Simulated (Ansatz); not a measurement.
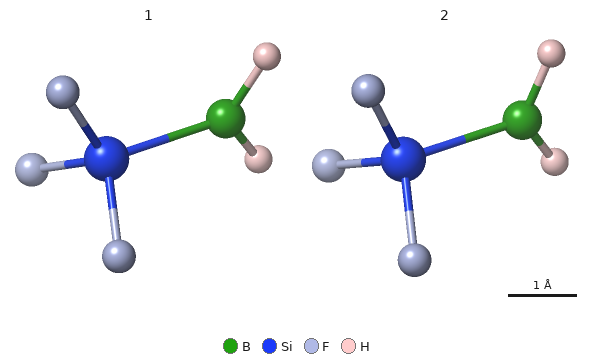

Two geometries of BSiH₂F₃ (coarse preliminary run), drawn at one scale. One is the start of a relaxation, the other its converged end. Style: ball-and-stick. Shown from a free direction.

The calculation used RKS PBE-D4/def2-SVP (Ansatz). Set-up: force threshold 0.03 eV/Å; at most 200 steps.

**Which one is relaxed?**

Structure 1 is the relaxed one. The start comes from a force field. The atom that moves furthest after the best rigid fit is an H atom (0.19 Å). Largest moves by element: H 0.19 Å, F 0.15 Å, B 0.02 Å, Si 0.02 Å. Among the contacts that change: B–H 1.132 → 1.213 Å, B–H 1.159 → 1.212 Å, F–Si 1.667 → 1.627 Å, F–Si 1.641 → 1.624 Å. Among the angles between lasting bonds that change: H–B–H 124.9° → 119.1°, Si–B–H 117.0° → 122.1°, F–Si–F 110.9° → 106.3°. The energy falls by 22.6 kJ/mol in 5 geometry steps. Largest force component: 1.7 eV/Å at the start, 0.027 eV/Å at the end.
